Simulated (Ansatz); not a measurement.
A computed series for ZrO2: response to strain

Take ZrO2 (space group P2_1/c, No. 14) as the base.

```yaml
crystal:
  lattice:
    - [5.18987, 0.00000, 0.00000]
    - [0.00000, 5.24188, 0.00000]
    - [-0.90466, 0.00000, 5.30184]
  atoms:
    - { symbol: Zr, position: [0.27576, 0.04379, 0.21002] }
    - { symbol: Zr, position: [0.72424, 0.54379, 0.28998] }
    - { symbol: Zr, position: [0.72424, 0.95621, 0.78998] }
    - { symbol: Zr, position: [0.27576, 0.45621, 0.71002] }
    - { symbol: O, position: [0.06497, 0.32630, 0.35005] }
    - { symbol: O, position: [0.93503, 0.82630, 0.14995] }
    - { symbol: O, position: [0.93503, 0.67370, 0.64995] }
    - { symbol: O, position: [0.06497, 0.17370, 0.85005] }
    - { symbol: O, position: [0.45100, 0.75674, 0.47552] }
    - { symbol: O, position: [0.54900, 0.25674, 0.02448] }
    - { symbol: O, position: [0.54900, 0.24326, 0.52448] }
    - { symbol: O, position: [0.45100, 0.74326, 0.97552] }
```

Cartesian axes are those of the cell as printed.

Strains are applied to the cell and any free atomic positions relax; under biaxial strain the out-of-plane vector relaxes too.

Method: DFT with PBE, PAW potentials and a 420 eV plane-wave cutoff in Ansatz (an electronic-structure program), without spin-orbit coupling.

Notes on the quantities. in-plane stress: mean in-plane stress (compression positive).

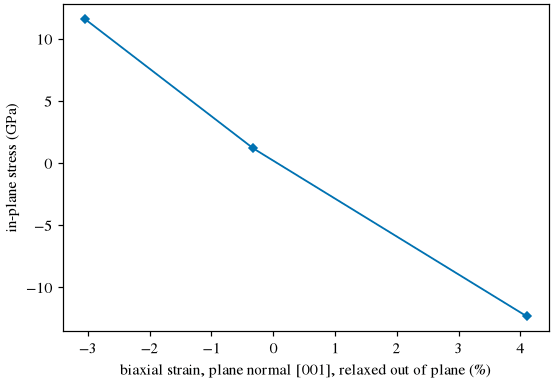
*in-plane stress against biaxial strain, plane normal [001], relaxed out of plane*

Task: From the plot, what is the in-plane stress for biaxial strain +4.10 %, plane normal [001], relaxed out of plane?

Result: About -12 GPa.

Task: Is the trend monotonic over the range shown?

Result: Yes, it falls throughout, spanning -12.3 GPa to +11.6 GPa.

Whether these cells are dynamically stable was not tested.
